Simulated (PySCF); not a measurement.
System: C2H8Cl2OSi2.

```tsv
atom	x (Å)	y (Å)	z (Å)
C	-3.0608	0.0996	0.2435
O	-1.6820	0.0711	0.4841
Si	-0.4665	-0.3728	-0.4930
Cl	-0.6495	0.6107	-2.2684
Si	1.2977	0.3297	0.8085
C	2.9055	0.0922	-0.2054
Cl	3.0012	-1.6290	-0.6692
H	-3.4551	-0.9146	0.1582
H	-3.2793	0.6424	-0.6784
H	-3.5375	0.6043	1.0835
H	-0.5984	-1.7800	-0.8867
H	1.4747	-0.4689	2.0275
H	1.3084	1.7464	1.2157
H	3.8061	0.3127	0.3600
H	2.9310	0.6642	-1.1301
```

Geometry: GFN2-xTB.

The calculation used PySCF, PBE0/pcSseg-1, SCF density, gas phase, non-relativistic.

Q: Predict the electron density and electron localisation function between the atoms.

A: C–O (1.40 Å): the density is about 2 e/Å³ at the midpoint, with its minimum of 1.7 e/Å³ about 0.5 Å from C; the ELF peaks at about 0.90 between the atoms; a shared but strongly polarised pair.
Si–O (1.62 Å): ρ at the midpoint is about 1.2 e/Å³; the ELF peaks at about 0.85 between the atoms; a polar covalent bond.
C–Si (1.92 Å): the density is about 0.9 e/Å³ at the midpoint; the ELF peaks at about 0.95 between the atoms; a shared electron pair.
Si–Si (2.30 Å): ρ is about 0.71 e/Å³ halfway; the ELF peaks at about 1 between the atoms (a covalent bond).

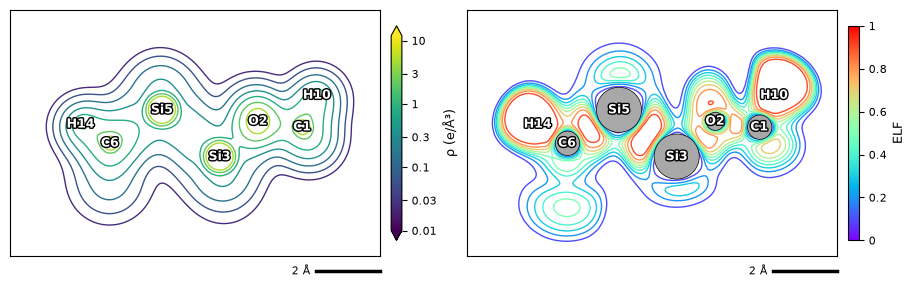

Computed electron density and electron localisation function on the plane of atoms O2, Si3 and Si5, in this order. Grey discs cover the atomic cores in the ELF map. 
